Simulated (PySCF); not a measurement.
**NMR shielding calculation, with input and output: Si4NH11O**

Si4NH11O, computed with GIAO PBE0/pcSseg-1 NMR shielding, non-relativistic, gas phase (PySCF 2.14.0).

The geometry comes from this level: GFN2-xTB. Figures and captions count atoms from 1; the log counts them from 0 in places.

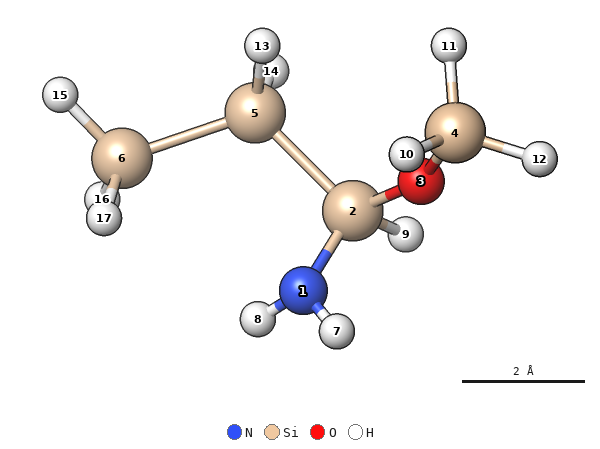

Fig. 1: The structure as given in the input (ball-and-stick view, seen at a tilt; atoms are numbered from 1 in the order of the input). Bond lengths as drawn: H–N 1.01 Å, H–Si 1.46 to 1.48 Å, N–Si 1.73 Å, O–Si 1.61 to 1.63 Å and Si–Si 2.30 to 2.32 Å.

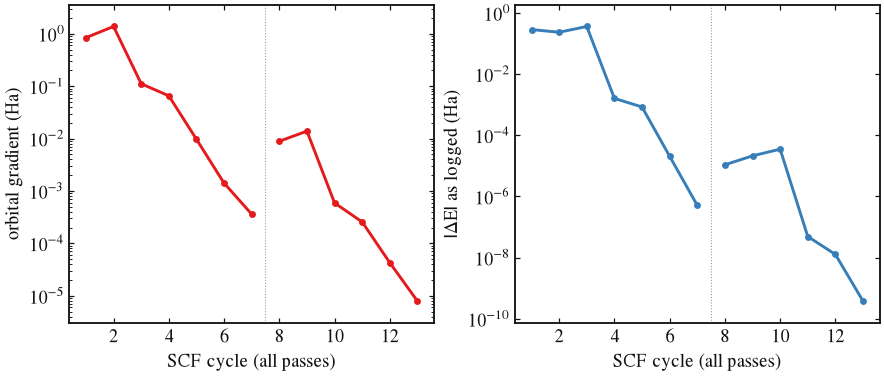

Fig. 2: Convergence of the self-consistent field: orbital gradient and size of the energy change against the SCF cycle. The dotted line marks the change from a coarse to the final integration grid. The first 7 cycles use a coarse grid, the final grid takes over at cycle 8, and the field converges after 13 cycles in all.

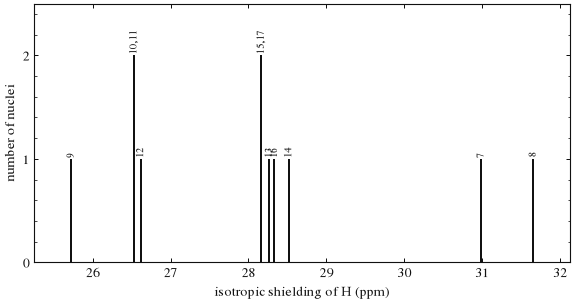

Fig. 3: Isotropic shieldings of the hydrogen nuclei in this fixed geometry, labelled by atom number; shielding grows to the right, so chemical shift grows to the left. The least shielded is H9 (25.7 ppm), the most shielded H8 (31.7 ppm).

These pictures come from the run below.

**The input**
```
{"job": {"kind": "nmr", "xc": "PBE0", "basis": "pcSseg-1"}, "charge": 0, "multiplicity": 1}
N      0.031680     1.796613    -0.701163
Si    -0.252533     0.157335    -1.165074
O     -1.842008    -0.083172    -0.902645
Si    -3.153490    -0.423105    -0.028657
Si     1.048093    -1.121553     0.237775
Si     2.844751    -0.035509     1.217592
H     -0.648106     2.493930    -0.961473
H      0.959082     2.180171    -0.776692
H     -0.197392    -0.088076    -2.616294
H     -3.223548     0.504394     1.100385
H     -3.031189    -1.806479     0.431565
H     -4.267450    -0.248490    -0.957863
H      0.242493    -1.765334     1.294569
H      1.570734    -2.284197    -0.510670
H      3.441331    -0.729311     2.362668
H      3.948119     0.152377     0.265801
H      2.522436     1.312436     1.700267
```

The first line tells a small driver script what to run in PySCF; the rest is the geometry in Å.

Launch command:
```bash
OMP_NUM_THREADS=1 python <driver script> task.json out
```

**The program's output**
```
coarse grid: 15464 points
cycle   1  E = -1293.7819412016  dE =  2.861e-01  |g| = 8.426e-01  |ddm| = 3.685e+00
cycle   2  E = -1293.5480322327  dE =  2.339e-01  |g| = 1.375e+00  |ddm| = 1.923e+00
cycle   3  E = -1293.9089856348  dE = -3.610e-01  |g| = 1.110e-01  |ddm| = 1.411e+00
cycle   4  E = -1293.9105944477  dE = -1.609e-03  |g| = 6.537e-02  |ddm| = 1.384e-01
cycle   5  E = -1293.9114377435  dE = -8.433e-04  |g| = 9.689e-03  |ddm| = 6.343e-02
cycle   6  E = -1293.9114583573  dE = -2.061e-05  |g| = 1.412e-03  |ddm| = 1.321e-02
cycle   7  E = -1293.9114588704  dE = -5.132e-07  |g| = 3.607e-04  |ddm| = 2.431e-03
final grid: 129000 points
cycle   8  E = -1293.9506275910  dE = -1.086e-05  |g| = 8.866e-03  |ddm| = 1.773e-02
cycle   9  E = -1293.9506063062  dE =  2.128e-05  |g| = 1.387e-02  |ddm| = 1.692e-02
cycle  10  E = -1293.9506414701  dE = -3.516e-05  |g| = 5.908e-04  |ddm| = 1.063e-02
cycle  11  E = -1293.9506415192  dE = -4.906e-08  |g| = 2.561e-04  |ddm| = 6.945e-04
cycle  12  E = -1293.9506415319  dE = -1.275e-08  |g| = 4.280e-05  |ddm| = 2.663e-04
cycle  13  E = -1293.9506415323  dE = -3.802e-10  |g| = 7.925e-06  |ddm| = 5.418e-05
converged SCF energy = -1293.9506415323

GIAO shielding tensors (ppm)
atom      isotropic    diamagn.    paramagn.     s11        s22        s33       span
  0 N      236.660     319.041     -82.381    193.114    247.967    268.899     75.785
  1 Si     362.902     879.354    -516.452    330.056    371.848    386.802     56.746
  2 O      307.482     400.062     -92.581    230.900    315.887    375.657    144.757
  3 Si     395.451     880.159    -484.708    357.368    365.351    463.635    106.266
  4 Si     485.854     883.310    -397.456    473.989    479.702    503.870     29.881
  5 Si     469.454     880.459    -411.005    455.561    466.712    486.090     30.530
  6 H       30.987      31.017      -0.029     23.584     27.619     41.759     18.175
  7 H       31.655      32.384      -0.729     24.606     28.500     41.859     17.252
  8 H       25.720      29.027      -3.307     22.366     23.623     31.171      8.804
  9 H       26.514      30.271      -3.757     22.947     25.231     31.362      8.415
 10 H       26.545      29.948      -3.402     22.884     25.520     31.231      8.347
 11 H       26.616      28.249      -1.633     23.007     24.796     32.045      9.038
 12 H       28.268      31.750      -3.483     24.251     26.888     33.664      9.413
 13 H       28.518      30.378      -1.860     24.778     26.305     34.471      9.693
 14 H       28.152      28.823      -0.671     24.564     25.527     34.365      9.801
 15 H       28.332      29.192      -0.860     25.088     25.894     34.013      8.925
 16 H       28.177      29.895      -1.718     24.258     27.195     33.077      8.819
```

**Results in brief**

| quantity | value |
| --- | --- |
| outcome | converged |
| total energy | −1293.950642 hartree |
| HOMO | −7.34 eV |
| LUMO | −0.55 eV |
| dipole moment | 1.16 D |
| isotropic shielding, N | 236.7 ppm |
| isotropic shielding, Si | 362.9 to 485.9 ppm |
| isotropic shielding, O | 307.5 ppm |
| isotropic shielding, H | 25.7 to 31.7 ppm |
| hardware | 1 CPU thread, shared host |
| wall time | 1.8 min |
| peak memory | 0.83 GiB |
